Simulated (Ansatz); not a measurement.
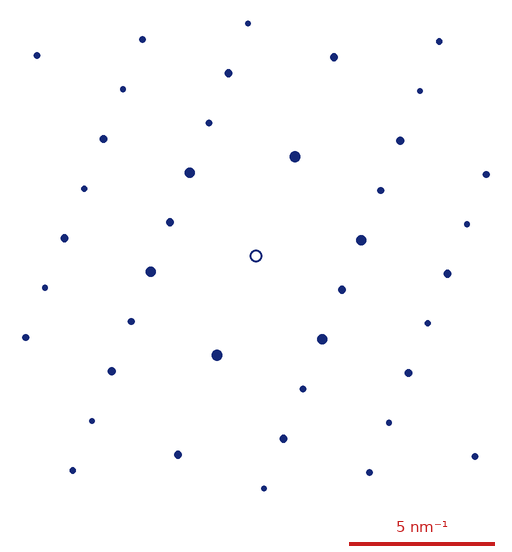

Computed electron diffraction pattern, 120 kV, single scattering only, B = 0.5 Å².

It belongs to Tl, space group P6_3/mmc (No. 194), a = 3.62 Å, c = 5.43 Å (hexagonal axes). Structure: the geometry relaxed at fixed volume with Ansatz, DFT r2SCAN, scalar-relativistic, plane waves, PAW.

```cif
data_structure
_symmetry_space_group_name_H-M 'P6_3/mmc'
_symmetry_Int_Tables_number 194
_cell_length_a 3.6238
_cell_length_b 3.6238
_cell_length_c 5.4328
_cell_angle_alpha 90.000
_cell_angle_beta 90.000
_cell_angle_gamma 120.000
_cell_volume 61.79
loop_
_atom_site_label
_atom_site_type_symbol
_atom_site_symmetry_multiplicity
_atom_site_Wyckoff_symbol
_atom_site_fract_x
_atom_site_fract_y
_atom_site_fract_z
_atom_site_occupancy
Tl1 Tl 2 d 0.33333 0.66667 0.75000 1
```

Q: Which low-index zone axis gives this pattern?

A: The spots form a rectangular net whose two shortest vectors correspond to d = 5.43 Å and 3.14 Å, 90.0° apart. They index as 0 0 1 (itself extinct) and 0 1 0, so the zone axis is ±[100] (or an equivalent direction of <100>).

Q: List the strongest reflections.

A: Strongest reflections with d > 1.22 Å, one of each family (|F|² from tabulated Gaussian fits of the electron scattering factors, times a small damping for the curvature of the Ewald sphere):

| hkl | d (Å) | I (strongest = 100) |
| --- | --- | --- |
| 0 0 2 | 2.716 | 100 |
| 0 1 1 | 2.717 | 75 |
| 0 1 3 | 1.569 | 30 |
| 0 1 0 | 3.138 | 30 |
| 0 0 4 | 1.358 | 29 |
| 0 2 1 | 1.508 | 28 |
